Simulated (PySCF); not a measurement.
```yaml
atoms:
  - { symbol: H, position_ang: [0.0000, 0.0000, -1.6062] }
  - { symbol: I, position_ang: [0.0000, 0.0000, 0.0128] }
```

Core potentials replace the inner electrons of I.

These are results of PBE0/def2-SVPD, non-relativistic Hamiltonian with scalar-relativistic core potentials where named, at a bond length of 1.619 Å (PySCF), not measurements.

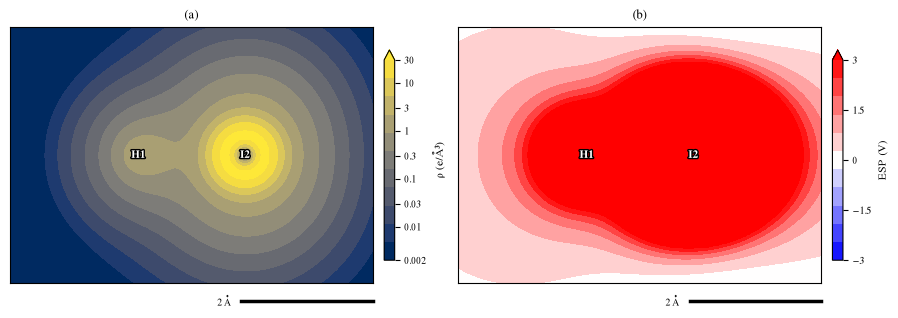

HI. (a) electron density; (b) electrostatic potential on a plane that holds the molecular axis.

What do the fields say about this system?

Answer.
- The plane passes through H and I nuclei.
- I–H (1.62 Å): the density is about 1.3 e/Å³ at the midpoint.
- The potential has no marked negative region in this plane.
